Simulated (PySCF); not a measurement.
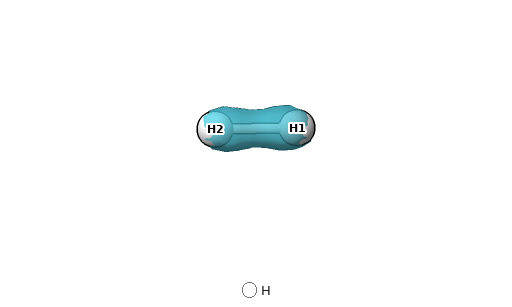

Figure 1: H$_{2}$. Isosurface of the total electron density at 1.5 e/Å³ (cyan), seen from one side.

These are results of PySCF, PBE0/x2c-TZVPPall, spin-free X2C-1e, Gaussian nucleus, at a bond length of 0.744 Å, not measurements.

What does this surface tell about the bonding?

Answer. At this value the surface is in one piece. It bridges the sampled H–H (0.74 Å) contact, where the density stays above the isovalue. On the grid the lowest density along these lines, outside the cores, is 1.8 e/Å³ (H–H, 0.74 Å).
